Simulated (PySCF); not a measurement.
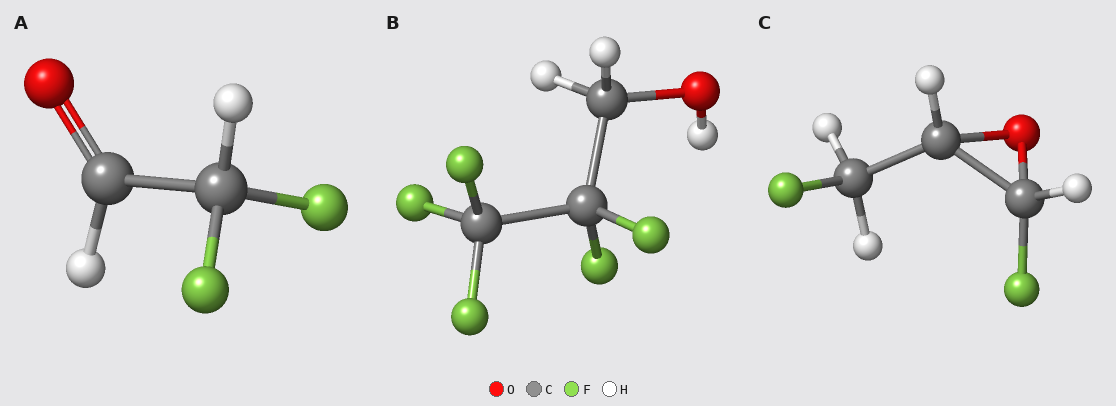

Simulated data, not a measurement (program: PySCF).

```xyz
10
charge 0, multiplicity 1
F    -0.3596   -1.4378    1.6320
C     0.0964   -0.2118    1.2264
C     0.4254   -0.2769   -0.2385
O     0.7798    0.9678   -0.8469
C    -0.4080    0.3940   -1.2289
F    -1.5193    1.0358   -0.8263
H     1.0036    0.0432    1.8004
H    -0.6723    0.5533    1.4153
H     1.0405   -1.1378   -0.5358
H    -0.5003    0.0646   -2.2716
```

**Which panel shows the molecule in this file?**

C. The file holds C3H4F2O, `FC[C@@H]1O[C@@H]1F`.
